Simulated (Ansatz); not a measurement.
# C₂H₅GeN: geometry and vibrations

What shape does C₂H₅GeN take? The plan is to relax it, check the end point by its vibrations and derive ideal-gas thermochemistry, and look at its orbitals and charge.

The runs use Ansatz 0.2.0, Gaussian basis; RKS PBE0-D4/def2-TZVP.

Levels to be run: relaxation at PBE-D4/def2-SVP; relaxation at PBE0-D4/def2-TZVP; harmonic vibrations at the same level; a single point in def2-TZVPP for the fields.

### Step 1. The starting structure

9 atoms, charge 0, spin multiplicity 1.

Atoms are counted from 1 here; the program's logs count them from 0.

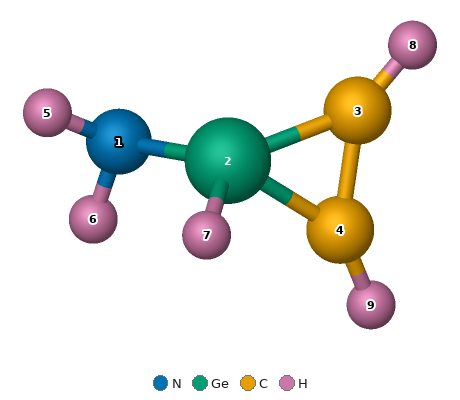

The starting geometry (nitrogen blue, germanium teal, carbon amber, hydrogen pink); atoms are numbered from 1 in the order of the file.

The start is a force-field geometry with small random shifts, so a cheaper pass at PBE-D4/def2-SVP comes first.

### Step 2. Geometry optimisation, PBE-D4/def2-SVP (cheap first pass)

in.yaml reads:

```yaml
crystal:
  periodic: [false, false, false]
  atoms:
    - {symbol: N, position_ang: [-0.978800, 1.019300, -0.849900]}
    - {symbol: Ge, position_ang: [0.446900, -0.011400, -0.487800]}
    - {symbol: C, position_ang: [0.005100, -1.604100, 0.257400]}
    - {symbol: C, position_ang: [0.405400, -0.549000, 1.235200]}
    - {symbol: H, position_ang: [-0.862900, 1.470600, -1.824500]}
    - {symbol: H, position_ang: [-1.005400, 1.871200, -0.181500]}
    - {symbol: H, position_ang: [1.882600, 0.638900, -0.588500]}
    - {symbol: H, position_ang: [-0.215200, -2.619400, 0.096900]}
    - {symbol: H, position_ang: [0.410900, -0.262400, 2.325600]}
basis:
  gaussian: {orbitals: def2-SVP}
hamiltonian: {xc: pbe, dispersion: d4}
relax: {f_tol: 0.03, max_steps: 200}
```

Started as:

```console
> ansatz run in.yaml --threads 2 --pin off --events-out ev --progress --plain --max-ram 4352MiB
```

The log of the run (excerpt; [...] marks lines left out):

```text
Functional definition: PBE
  name "PBE"
  cite "Perdew, Burke & Ernzerhof, Phys. Rev. Lett. 77, 3865 (1996) doi:10.1103/PhysRevLett.77.3865"
  parent pbe
[...]
1129 factors; their error is unknown
[...]
mean field -60136.80590807 eV, -2209.9868549304 hartree, gradient 2.1e-5 eV, S^2 0.000000; 0 other end points of the search recorded, 0 dependent functions left out
[...]
reference -60136.80594219 eV, -2209.9868561842 hartree; 28, 28 occupied and 71, 71 virtual orbitals, 1129 factors
relax step   1: F+E_penalty+E_count = -60136.98328868 eV  Δ(F+E_penalty+E_count) = +0.000e0 eV  max|allowed force component| = 4.570e0 eV/Å  Δτ_max = 0.0000 Å  (28 SCF iters, accepted)
[...]
relax step   6: F+E_penalty+E_count = -60138.51348207 eV  Δ(F+E_penalty+E_count) = -7.401e-3 eV  max|allowed force component| = 1.127e-1 eV/Å  Δτ_max = 0.1398 Å  (29 SCF iters, accepted)
[...]
relax step   7: F+E_penalty+E_count = -60138.51502835 eV  Δ(F+E_penalty+E_count) = -1.546e-3 eV  max|allowed force component| = 2.530e-2 eV/Å  Δτ_max = 0.0224 Å  (31 SCF iters, accepted)
1129 factors; their error is unknown
[...]
mean field -60138.34514969 eV, -2210.0434210166 hartree, gradient 2.2e-5 eV, S^2 0.000000; 1 other end points of the search recorded, 0 dependent functions left out
[...]
reference -60138.34518411 eV, -2210.0434222816 hartree; 28, 28 occupied and 71, 71 virtual orbitals, 1129 factors
Total energy: -60138.51506277 eV, -2210.0496652073 hartree
Atom 0 at    -0.984511     1.255615    -0.838821 Å, force    -0.002404     0.016406    -0.003179 eV/Å
Atom 1 at     0.474394     0.246364    -0.277674 Å, force     0.000338     0.003765    -0.025299 eV/Å
Atom 2 at     0.137504    -1.542683     0.335349 Å, force     0.007601     0.010143    -0.014334 eV/Å
Atom 3 at     0.326291    -0.716893     1.377644 Å, force    -0.015490    -0.013981     0.001017 eV/Å
Atom 4 at    -1.086007     1.232962    -1.862751 Å, force     0.009102    -0.016238     0.024029 eV/Å
Atom 5 at    -0.877118     2.245517    -0.580547 Å, force    -0.000092    -0.000930     0.008114 eV/Å
Atom 6 at     1.869384     0.639257    -0.829513 Å, force    -0.001382    -0.007804    -0.000533 eV/Å
Atom 7 at    -0.094103    -2.609799     0.181625 Å, force     0.008132    -0.002062     0.009827 eV/Å
Atom 8 at     0.322767    -0.796639     2.477589 Å, force    -0.005805     0.010702     0.000358 eV/Å
Dipole moment:     0.069511     0.175256    -0.150166 e Å
```

Wall time 12 s (2 threads of Arm Neoverse V2, shared host).

Relaxation path:

```csv
step,energy from step 1 (eV),largest force component (eV/Å)
1,0.0000,4.5699
2,-1.2148,1.9470
3,-1.4824,1.1678
4,-1.5099,0.2605
5,-1.5228,0.3311
6,-1.5302,0.1127
7,-1.5317,0.0253
```

Close pairs (by a distance rule), those that changed most:

| bond | before (Å) | after (Å) | change (Å) |
| --- | --- | --- | --- |
| C3–C4 | 1.493 | 1.343 | -0.150 |
| Ge2–C4 | 1.805 | 1.921 | +0.116 |
| Ge2–C3 | 1.813 | 1.921 | +0.108 |
| N1–Ge2 | 1.796 | 1.861 | +0.064 |
| N1–H6 | 1.083 | 1.029 | -0.054 |
| C3–H8 | 1.051 | 1.103 | +0.051 |
| N1–H5 | 1.080 | 1.029 | -0.051 |
| Ge2–H7 | 1.579 | 1.551 | -0.029 |

### Step 3. Relaxation at PBE0-D4/def2-TZVP

in.yaml reads:

```yaml
crystal:
  periodic: [false, false, false]
  atoms:
    - {symbol: N, position_ang: [-0.984511, 1.255615, -0.838821]}
    - {symbol: Ge, position_ang: [0.474394, 0.246364, -0.277674]}
    - {symbol: C, position_ang: [0.137504, -1.542683, 0.335349]}
    - {symbol: C, position_ang: [0.326291, -0.716893, 1.377644]}
    - {symbol: H, position_ang: [-1.086007, 1.232962, -1.862751]}
    - {symbol: H, position_ang: [-0.877118, 2.245517, -0.580547]}
    - {symbol: H, position_ang: [1.869384, 0.639257, -0.829513]}
    - {symbol: H, position_ang: [-0.094103, -2.609799, 0.181625]}
    - {symbol: H, position_ang: [0.322767, -0.796639, 2.477589]}
basis:
  gaussian: {orbitals: def2-TZVP}
hamiltonian: {xc: pbe0, dispersion: d4}
relax: {f_tol: 0.005, max_steps: 150}
```

The command is unchanged.

The log of the run (excerpt; [...] marks lines left out):

```text
Functional definition: PBE0
  name "PBE0"
  cite "Adamo & Barone, J. Chem. Phys. 110, 6158 (1999) doi:10.1063/1.478522"
  cite "Perdew, Burke & Ernzerhof, Phys. Rev. Lett. 77, 3865 (1996) doi:10.1103/PhysRevLett.77.3865"
  parent pbe
[...]
1136 factors; their error is unknown
[...]
mean field -60151.33449474 eV, -2210.5207706428 hartree, gradient 1.6e-5 eV, S^2 0.000000; 0 other end points of the search recorded, 0 dependent functions left out
[...]
reference -60151.33452434 eV, -2210.5207717304 hartree; 28, 28 occupied and 143, 143 virtual orbitals, 1136 factors
relax step   1: F+E_penalty+E_count = -60151.47751297 eV  Δ(F+E_penalty+E_count) = +0.000e0 eV  max|allowed force component| = 6.443e-1 eV/Å  Δτ_max = 0.0000 Å  (30 SCF iters, accepted)
[...]
Total energy: -60151.52386808 eV, -2210.5277299846 hartree
Atom 0 at    -0.952256     1.254105    -0.839246 Å, force    -0.000104     0.001451     0.001262 eV/Å
Atom 1 at     0.475116     0.238553    -0.277815 Å, force    -0.000092     0.000105    -0.001898 eV/Å
Atom 2 at     0.141313    -1.529813     0.333516 Å, force    -0.004322     0.000197    -0.002067 eV/Å
Atom 3 at     0.319120    -0.711207     1.360974 Å, force     0.003375    -0.002101     0.000995 eV/Å
Atom 4 at    -1.091224     1.224520    -1.841067 Å, force     0.001237    -0.001114     0.000306 eV/Å
Atom 5 at    -0.880130     2.225367    -0.564886 Å, force    -0.000741     0.000071     0.000327 eV/Å
Atom 6 at     1.854257     0.627020    -0.827205 Å, force     0.000210    -0.000013     0.000017 eV/Å
Atom 7 at    -0.083836    -2.581380     0.196793 Å, force     0.002295    -0.000055     0.001303 eV/Å
Atom 8 at     0.306242    -0.793464     2.441837 Å, force    -0.001858     0.001458    -0.000244 eV/Å
Dipole moment:     0.090167     0.154964    -0.136375 e Å
```

Run time: 29 s. Hardware: 2 threads of Arm Neoverse V2, shared host.

The steps of the relaxation:

```csv
step,energy from step 1 (eV),largest force component (eV/Å)
1,0.0000,0.6443
2,-0.0403,0.1863
3,-0.0454,0.0812
4,-0.0462,0.0565
5,-0.0463,0.0063
6,-0.0463,0.0043
```

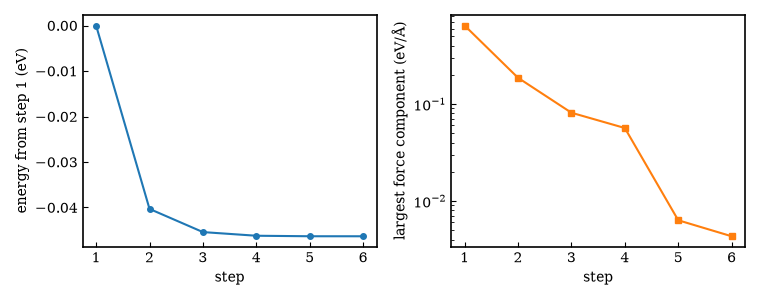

Energy and largest force along the relaxation.

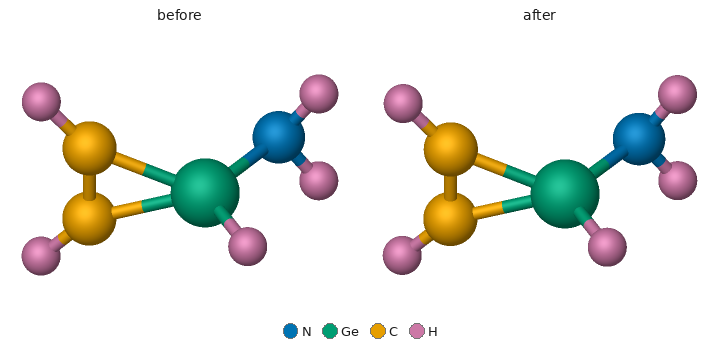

Before and after, at one scale.

Distances of close pairs at the start and the end, largest changes first:

```csv
bond,before (Å),after (Å),change (Å)
N1–Ge2,1.861,1.840,-0.021
Ge2–C4,1.921,1.901,-0.020
Ge2–C3,1.921,1.901,-0.020
C4–H9,1.103,1.084,-0.019
C3–H8,1.103,1.084,-0.019
C3–C4,1.343,1.326,-0.017
N1–H5,1.029,1.012,-0.017
N1–H6,1.029,1.012,-0.017
```

Mulliken charges of the relaxed molecule (report file):

| atom | value (e) |
| --- | --- |
| N1 | -0.63 |
| Ge2 | 0.26 |
| C3 | -0.19 |
| C4 | -0.19 |
| H5 | 0.24 |
| H6 | 0.24 |
| H7 | 0.00 |
| H8 | 0.14 |
| H9 | 0.14 |

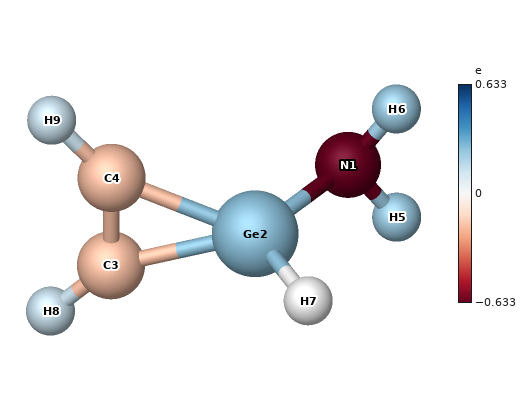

Mulliken charges of the relaxed molecule (report file), as colours on the atoms.

### Step 4. Force constants and modes

in.yaml reads:

```yaml
crystal:
  periodic: [false, false, false]
  atoms:
    - {symbol: N, position_ang: [-0.952256, 1.254105, -0.839246]}
    - {symbol: Ge, position_ang: [0.475116, 0.238553, -0.277815]}
    - {symbol: C, position_ang: [0.141313, -1.529813, 0.333516]}
    - {symbol: C, position_ang: [0.319120, -0.711207, 1.360974]}
    - {symbol: H, position_ang: [-1.091224, 1.224520, -1.841067]}
    - {symbol: H, position_ang: [-0.880130, 2.225367, -0.564886]}
    - {symbol: H, position_ang: [1.854257, 0.627020, -0.827205]}
    - {symbol: H, position_ang: [-0.083836, -2.581380, 0.196793]}
    - {symbol: H, position_ang: [0.306242, -0.793464, 2.441837]}
basis:
  gaussian: {orbitals: def2-TZVP}
hamiltonian: {xc: pbe0, dispersion: d4}
phonons: {temperatures: {t_min: 298.15, t_max: 900, t_step: 200}}
```

Same command.

The log of the run (excerpt; [...] marks lines left out):

```text
Functional definition: PBE0
  name "PBE0"
  cite "Adamo & Barone, J. Chem. Phys. 110, 6158 (1999) doi:10.1063/1.478522"
  cite "Perdew, Burke & Ernzerhof, Phys. Rev. Lett. 77, 3865 (1996) doi:10.1103/PhysRevLett.77.3865"
  parent pbe
[...]
1136 factors; their error is unknown
[...]
mean field -60151.37978673 eV, -2210.5224350927 hartree, gradient 1.6e-5 eV, S^2 0.000000; 0 other end points of the search recorded, 0 dependent functions left out
[...]
reference -60151.37981622 eV, -2210.5224361765 hartree; 28, 28 occupied and 143, 143 virtual orbitals, 1136 factors
[...]
1136 factors; their error is unknown
mean field -60151.37971389 eV, -2210.5224324160 hartree, gradient 2.6e-6 eV, S^2 0.000000; 0 other end points of the search recorded, 0 dependent functions left out
[...]
reference -60151.37974339 eV, -2210.5224334999 hartree; 28, 28 occupied and 143, 143 virtual orbitals, 1136 factors
[...]
1136 factors; their error is unknown
[...]
WARN: phonons: modes at or below zero, which the zero-point energy, F, S and C_V leave out: 1, the lowest at -90.14 cm⁻¹. A minimum has none, and a first-order saddle one
[...]
Atom 0 at    -0.952256     1.254105    -0.839246 Å, force    -0.000061     0.001407     0.001249 eV/Å
Atom 1 at     0.475116     0.238553    -0.277815 Å, force    -0.000121     0.000123    -0.001888 eV/Å
Atom 2 at     0.141313    -1.529813     0.333516 Å, force    -0.004328     0.000213    -0.002074 eV/Å
Atom 3 at     0.319120    -0.711207     1.360974 Å, force     0.003396    -0.002082     0.001055 eV/Å
Atom 4 at    -1.091224     1.224520    -1.841067 Å, force     0.001189    -0.001086     0.000287 eV/Å
Atom 5 at    -0.880130     2.225367    -0.564886 Å, force    -0.000710     0.000058     0.000336 eV/Å
Atom 6 at     1.854257     0.627020    -0.827205 Å, force     0.000204    -0.000011     0.000022 eV/Å
Atom 7 at    -0.083836    -2.581380     0.196793 Å, force     0.002300    -0.000078     0.001292 eV/Å
Atom 8 at     0.306242    -0.793464     2.441837 Å, force    -0.001869     0.001456    -0.000279 eV/Å
Dipole moment:     0.090167     0.154964    -0.136375 e Å
Vibrations: -90.14 215.04 229.88 490.54 566.55 624.49 639.72 657.50 709.64 758.42 896.82 933.93 958.15 1107.47 1565.00 1583.79 2142.18 3180.19 3207.66 3544.99 3635.87 cm⁻¹, zero-point energy 1.713948 eV
```

Wall time 2.7 min (2 threads of Arm Neoverse V2, shared host); peak memory 0.46 GiB.

Motions are named by where the mode's potential energy lies. Wavenumbers, unscaled:

```
mode  cm⁻¹                 motion
   1   -90                torsion
   2   215                   bend
   3   230      torsion with bend
   4   491      bend with torsion
   5   567      torsion with bend
   6   624      out-of-plane bend
   7   640           Ge–C stretch
   8   657                   bend
   9   710           Ge–N stretch
  10   758                   bend
  11   897                   bend
  12   934                   bend
  13   958      out-of-plane bend
  14  1107                   bend
  15  1565  C–C stretch with bend
  16  1584                   bend
  17  2142           Ge–H stretch
  18  3180            C–H stretch
  19  3208            C–H stretch
  20  3545            N–H stretch
  21  3636            N–H stretch
```

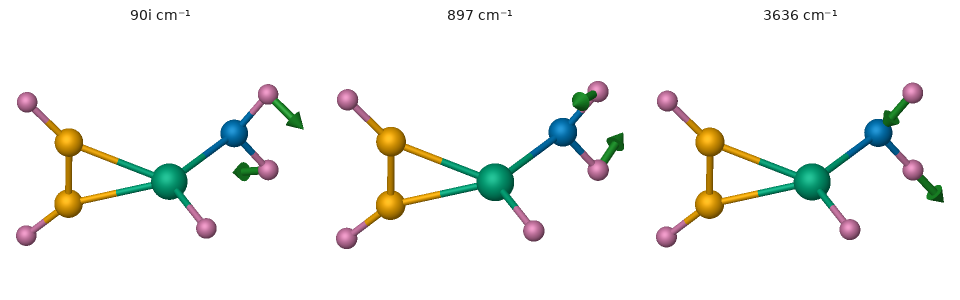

How the atoms move in 3 of the modes.

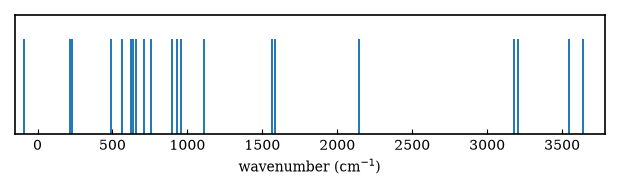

The harmonic wavenumbers as sticks (no intensities were computed).

No thermochemistry is derived: a mode is imaginary or nearly free.

### Step 5. A single point for the fields

Changes to in.yaml since step 4:

```diff
@@ -13,4 +13,4 @@
 basis:
-  gaussian: {orbitals: def2-TZVP}
+  gaussian: {orbitals: def2-TZVPP}
 hamiltonian: {xc: pbe0, dispersion: d4}
-phonons: {temperatures: {t_min: 298.15, t_max: 900, t_step: 200}}
+output: {orbitals: {seedname: orbitals}}
```

The command is unchanged.

The log of the run:

```text
Functional definition: PBE0
  name "PBE0"
  cite "Adamo & Barone, J. Chem. Phys. 110, 6158 (1999) doi:10.1063/1.478522"
  cite "Perdew, Burke & Ernzerhof, Phys. Rev. Lett. 77, 3865 (1996) doi:10.1103/PhysRevLett.77.3865"
  parent pbe
  parameter a = 0.25
  parameter kappa = 0.804
  parameter beta = 0.06672455060314922
  exchange = (1 - a)*pbe_x(kappa = kappa, mu = beta*pi^2/3) + a*exact_x
  correlation = pbe_c(beta = beta)
1211 factors; their error is unknown
mean field evaluation 1: about -60138.7695 eV, gradient 7.8e1 eV
mean field evaluation 2: about -60120.3575 eV, gradient 1.1e2 eV
mean field evaluation 4: about -60151.1592 eV, gradient 3.3e0 eV
mean field evaluation 8: about -60151.1819 eV, gradient 6.3e-2 eV
mean field evaluation 16: about -60151.4550 eV, gradient 7.9e-5 eV
mean field -60151.45499027 eV, -2210.5251987717 hartree, gradient 7.9e-5 eV, S^2 0.000000; 0 other end points of the search recorded, 0 dependent functions left out
reference -60151.45501980 eV, -2210.5251998571 hartree; 28, 28 occupied and 183, 183 virtual orbitals, 1211 factors
Total energy: -60151.59907245 eV, -2210.5304936943 hartree
```

Run time: 3.6 s. Hardware: 2 threads of Arm Neoverse V2, shared host; peak memory 0.45 GiB.

Orbitals, density, ELF and potential are computed afterwards from the orbital file.

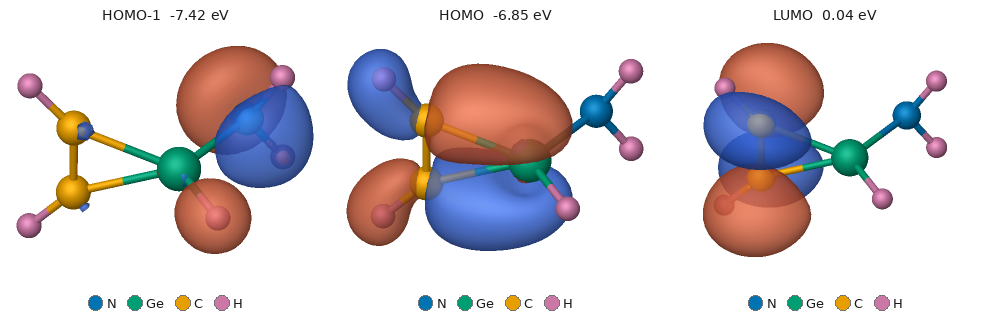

PBE0-D4/def2-TZVPP orbitals near the gap, drawn at the value that encloses 70 % of each; the two colours are the two signs.

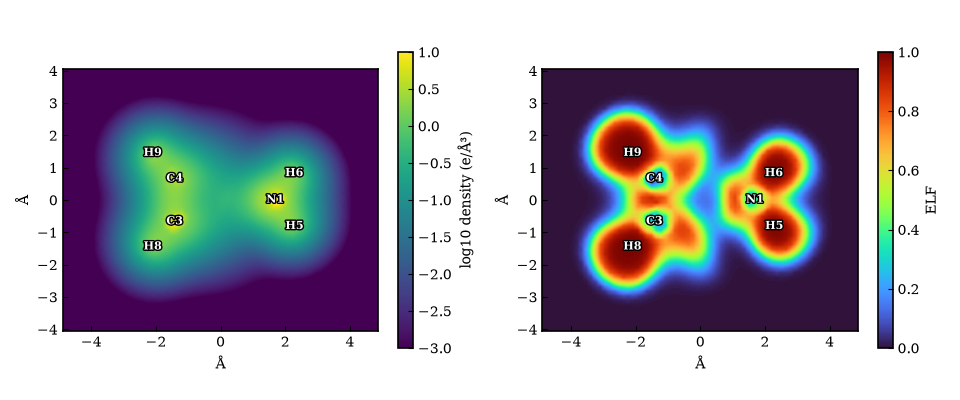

Density (left) and ELF (right) in a plane through or near 7 of the atoms.

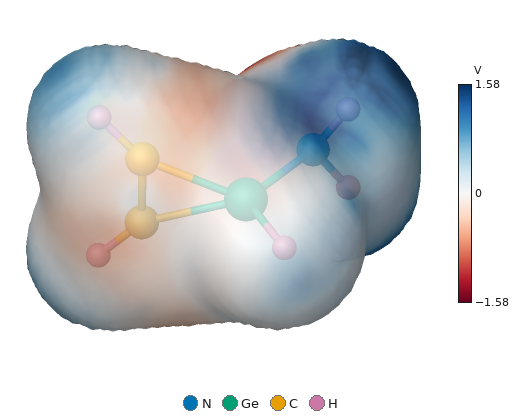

Electrostatic potential on the surface of density 0.002 e/bohr³; red is low, blue high. It runs from -1.58 V near N1 to 1.54 V near H6.

### Step 6. What came out

```
                  quantity           value
               point group              Cs
                     steps           7 + 6
shift from the start (rms)         0.339 Å
              total energy  -60151.5239 eV
           dispersion term        -144 meV
             dipole moment          1.08 D
lowest, highest wavenumber  -90, 3636 cm⁻¹
                HOMO, LUMO  -6.85, 0.04 eV
```

What this shows: The relaxed geometry lies 0.34 Å (rms) from the start; the bond that changed most is C3–C4, from 1.493 to 1.326 Å. 1 imaginary mode (down to -90 cm⁻¹): the end point is a saddle, not a minimum. The stiffest mode, 3636 cm⁻¹, is an N–H stretch. Harmonic hybrid wavenumbers usually lie a few per cent above measured fundamentals. The largest Mulliken charge, -0.63 e, sits on N1. The HOMO lies mostly on Ge2 28 %; C3, C4 about 24 % each and the LUMO on C3, C4 about 35 % each; H8, H9 about 12 % each.
